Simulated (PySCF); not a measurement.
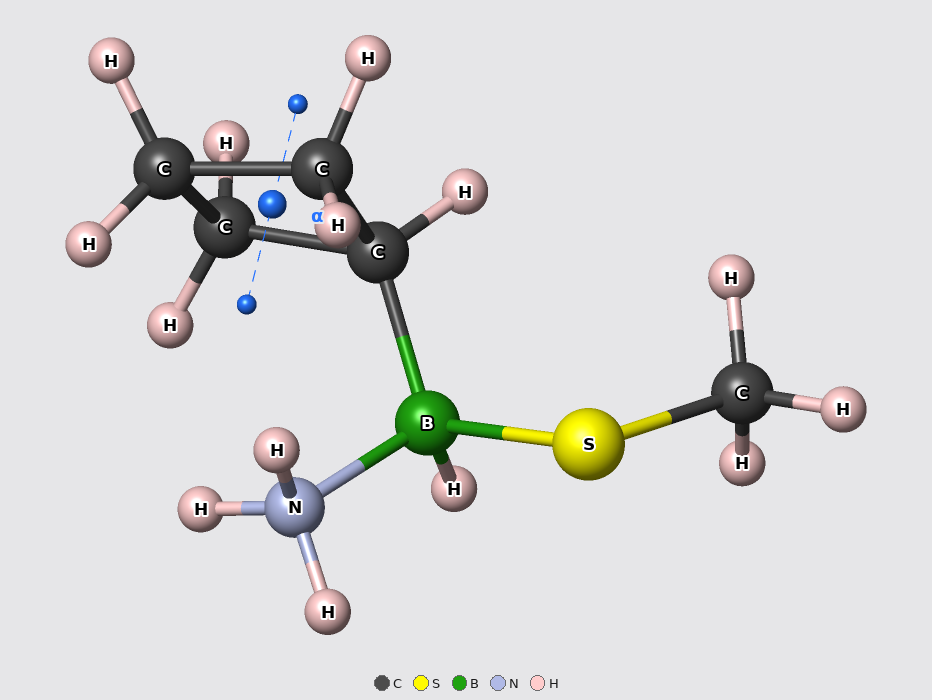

The small points mark where nucleus-independent chemical shifts (NICS) were computed: at the centre of each lettered ring and 1 Å above and below it. The geometry was computed by an optimisation with GFN2-xTB. No frequency run is at hand to confirm it as a minimum. Level of theory: GIAO PBE0/pcSseg-1 NMR shielding, non-relativistic, gas phase (PySCF 2.14.0).

Give NICS(0), NICS(1) and the out-of-plane component NICS(1)zz for each ring (means of the two sides).

```json
{"ring": "α", "members": "C4", "NICS(0)": "0.5", "NICS(1)": "0.1", "NICS(1)zz": "2.4"}
```

Values in ppm.

The geometry is semi-empirical. Around B such bond lengths and angles can be off by a tenth of an ångström or more and by several degrees, and values that hang on the shape move with them.
